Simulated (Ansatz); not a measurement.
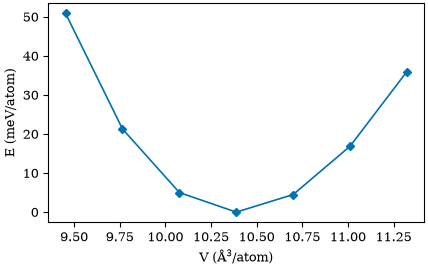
Fig. 1. GaO$_{2}$ in space group Fddd (No. 70; Ga on 16f, O on 16g, O on 16d) under volume change, plane-wave PAW PBE (Ansatz code), shape and atoms relaxed at each volume.

What does a third-order Birch–Murnaghan fit give for V₀, B₀ and B′?

V₀ = 10.39 Å³/atom, B₀ = 162 GPa, B′ = 4.8.

The first step of the workflow began from a Materials Project structure, measured or hypothetical; the Crystallography Open Database copy checked does not list it. Whether it is the stable phase at ambient conditions was not checked. The cell was relaxed with PBE under the symmetry of its start; its stability against distortions is not shown here. Spin order of the final state: ferromagnetic, chosen from 2 collinear starts compared on coarse meshes (ties went to the first, and starts can fall back to one state), not a proven ground state. No Hubbard U is applied.

Potentials: the later of the program's two PAW sets.
